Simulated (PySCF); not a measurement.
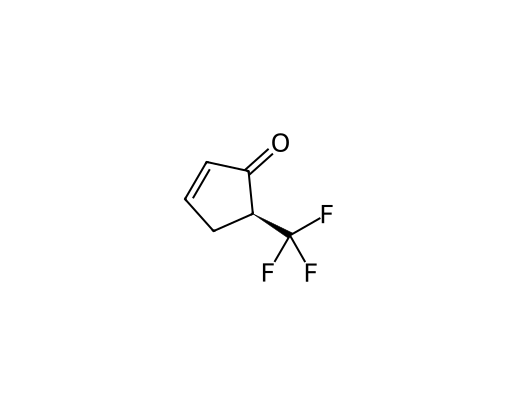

The computed structure is the end point of a GFN2-xTB optimisation. No frequency run is at hand to confirm it as a minimum. Method: PBE0/pcSseg-1, gas phase (PySCF 2.14.0).

Predict the main results.

The species is C₆H₅F₃O (`O=C1C=CC[C@@H]1C(F)(F)F`).
- dipole moment: 4.56 D
- HOMO energy (Kohn–Sham orbital): −7.69 eV
- LUMO energy (Kohn–Sham orbital): −1.89 eV
- HOMO–LUMO gap: 5.81 eV
